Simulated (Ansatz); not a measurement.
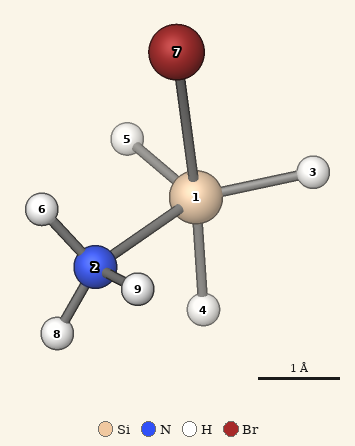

The input geometry (ball-and-stick view, seen at a tilt; atoms are numbered from 1 in the order of the input). Bond lengths as drawn: Br–Si 2.54 Å, H–N 1.02 to 1.03 Å, H–Si 1.48 to 1.52 Å and N–Si 2.00 Å.

**Phonon calculation, with input and output: SiNH6Br**

- system: SiNH6Br
- method: RKS CAM-B3LYP-D4/def2-SVP (Ansatz 0.2.0)

It belongs to a series of runs on one base structure; here: vibrations at the highest image of the band. Figures and captions count atoms from 1; the log counts them from 0 in places.

What the program printed:
```
Engine: ansatz 0.2.0, x86_64-unknown-linux-gnu
Functional definition: CAM-B3LYP
  parameter alpha = 0.19
  parameter beta = 0.46
  parameter omega = 0.33/bohr
  parameter ac = 0.81
  exchange = (1 - alpha - beta)*b88_x + beta*b88_x_sr(omega) + alpha*exact_x + beta*exact_x_lr(omega)
  correlation = (1 - ac)*vwn5_c + ac*lyp_c
989 factors; integrals over basis functions are off by at most 4.0e-4 eV
331 factors; integrals over basis functions are off by at most 6.9e-7 eV
mean field evaluation 1: about -79500.3042 eV, gradient 3.4e1 eV
mean field evaluation 2: about -79500.5520 eV, gradient 3.3e1 eV
mean field evaluation 4: about -79502.6756 eV, gradient 1.1e0 eV
mean field evaluation 8: about -79502.6836 eV, gradient 8.3e-3 eV
mean field -79502.68356053 eV, -2921.6697319951 hartree, gradient 5.8e-6 eV, S^2 0.000000; 0 other end points of the search recorded, 0 dependent functions left out
the calculation of the forces begins
reference -79502.68368406 eV, -2921.6697365346 hartree; 31, 31 occupied and 63, 63 virtual orbitals, 989 factors
these checks for a lower state are left out or cut short: stability, starts, cluster_reference, orbital_swaps, neighbouring_geometries, increment
989 factors; integrals over basis functions are off by at most 4.0e-4 eV
331 factors; integrals over basis functions are off by at most 6.9e-7 eV
mean field evaluation 16: about -79502.6780 eV, gradient 1.2e-1 eV
mean field -79502.68344685 eV, -2921.6697278175 hartree, gradient 1.3e-6 eV, S^2 0.000000; 0 other end points of the search recorded, 0 dependent functions left out
[... from here on the field's lines of each further geometry are left out, up to the last ...]
the calculation of the forces begins
reference -79502.68362032 eV, -2921.6697341923 hartree; 31, 31 occupied and 63, 63 virtual orbitals, 989 factors
these checks for a lower state are left out or cut short: stability, starts, cluster_reference, orbital_swaps, neighbouring_geometries, increment
989 factors; integrals over basis functions are off by at most 4.0e-4 eV
331 factors; integrals over basis functions are off by at most 6.9e-7 eV
mean field -79502.68350032 eV, -2921.6697297823 hartree, gradient 2.4e-6 eV, S^2 0.000000; 0 other end points of the search recorded, 0 dependent functions left out
the calculation of the forces begins
reference -79502.68362385 eV, -2921.6697343222 hartree; 31, 31 occupied and 63, 63 virtual orbitals, 989 factors
WARN: phonons: modes at or below zero, which the zero-point energy, F, S and C_V leave out: 1, the lowest at -204.34 cm⁻¹. A minimum has none, and a first-order saddle one
Total energy: -79502.83473810 eV, -2921.6752876682 hartree
Atom 0 at    -0.545027     0.709404    -0.267097 Å, force    -0.009374    -0.003467     0.007240 eV/Å
Atom 1 at     0.375300    -0.871254     0.533928 Å, force    -0.001329     0.002638    -0.002854 eV/Å
Atom 2 at    -1.260970     0.923429    -1.551377 Å, force     0.001619     0.002516     0.000368 eV/Å
Atom 3 at    -1.733846     0.258870     0.571489 Å, force    -0.000146     0.002429    -0.003730 eV/Å
Atom 4 at    -0.056209     1.891184     0.477751 Å, force     0.001549    -0.002548    -0.000049 eV/Å
Atom 5 at     1.378917    -0.660535     0.577737 Å, force    -0.001800    -0.000768    -0.001884 eV/Å
Atom 6 at     1.554098     0.551585    -1.682669 Å, force     0.003307    -0.001314    -0.002558 eV/Å
Atom 7 at    -0.005881    -1.136758     1.447024 Å, force     0.001154     0.001516     0.003229 eV/Å
Atom 8 at     0.293717    -1.665926    -0.106988 Å, force     0.005021    -0.001003     0.000239 eV/Å
Dipole moment:    -0.219842    -0.814314     0.915412 e Å
Vibrations: -204.34 120.89 203.66 273.45 435.57 565.83 691.47 776.99 838.19 925.52 1032.03 1154.56 1275.42 1562.20 1604.72 2048.04 2236.04 2291.17 3426.77 3545.56 3572.63 cm⁻¹, zero-point energy 1.771778 eV
```

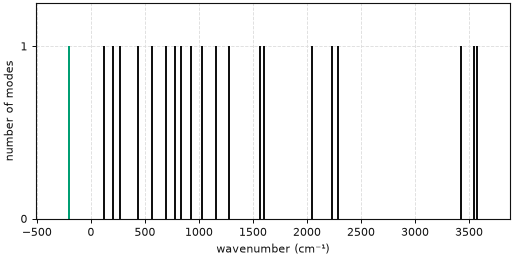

Harmonic vibrational wavenumbers from the force constants; neighbouring modes closer than 17 cm⁻¹ are counted in one stick, and imaginary ones are drawn at negative wavenumbers. 21 modes from 204i to 3573 cm⁻¹, 1 imaginary beyond 8i (204i cm⁻¹): a first-order saddle point, if the geometry is stationary.

The run was set up as follows.

Input file:
```yaml
crystal:
  periodic: [false, false, false]
  atoms:
    - { symbol: Si, position_ang: [-0.545027, 0.709404, -0.267097] }
    - { symbol: "N", position_ang: [0.3753, -0.871254, 0.533928] }
    - { symbol: H, position_ang: [-1.26097, 0.923429, -1.551377] }
    - { symbol: H, position_ang: [-1.733846, 0.25887, 0.571489] }
    - { symbol: H, position_ang: [-0.056209, 1.891184, 0.477751] }
    - { symbol: H, position_ang: [1.378917, -0.660535, 0.577737] }
    - { symbol: Br, position_ang: [1.554098, 0.551585, -1.682669] }
    - { symbol: H, position_ang: [-0.005881, -1.136758, 1.447024] }
    - { symbol: H, position_ang: [0.293717, -1.665926, -0.106988] }
basis:
  gaussian: { orbitals: def2-SVP }
hamiltonian:
  xc: cam_b3lyp
  dispersion: d4
phonons: {}
```

Command:
```bash
ansatz run input.yaml --threads 2 --pin off --max-ram 3072MiB --backend cpu --events-out ev --progress --plain --runs-dir out
```

Results in brief:

- outcome: converged
- total energy: −79502.8347 eV
- mean-field energy: −79502.6837 eV
- largest force (length of the vector): 0.012 eV/Å
- hardware: 2 threads of Intel Xeon (Granite Rapids), 16 GiB of memory available, shared host
- wall time: 56 s (CPU time 1.7 min)
- peak memory: 0.26 GiB
